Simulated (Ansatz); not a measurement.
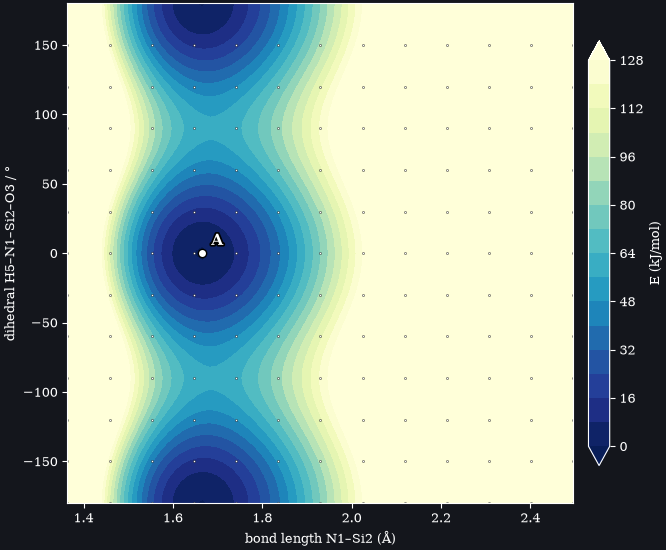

FH₂NOSi, SMILES N[Si](=O)F. 
- Coordinates scanned: (1) bond length N1–Si2; (2) dihedral H5–N1–Si2–O3.
- Nothing is relaxed (all other coordinates rigid).
- The grid has 13 × 12 points; 93 points were computed and 63 follow by symmetry.
- Points are written as (first, second).
- All energies are given in kJ/mol relative to the lowest grid point.
- The reference is spin-restricted, which grows unreliable where a bond is stretched far.
- All numbers below come from RKS PBE0-D4/def2-TZVP (Ansatz).

Drawn: filled contours, dots at the grid points, one colour for all values above the top of the scale, the well A. Between grid points the surface is interpolated.

Where is the minimum, and how stiff is the well along each coordinate? Take the well at A.

Answer. The interpolated minimum is at bond length N1–Si2 ≈ 1.664 Å, dihedral H5–N1–Si2–O3 ≈ 0°. The curvatures there are about 36 eV/Å² and 1.1 eV/rad², with a cross term of about 0 eV/(Å·rad). Round the minimum the two coordinates are nearly uncoupled. (1 eV is 96.5 kJ/mol.)
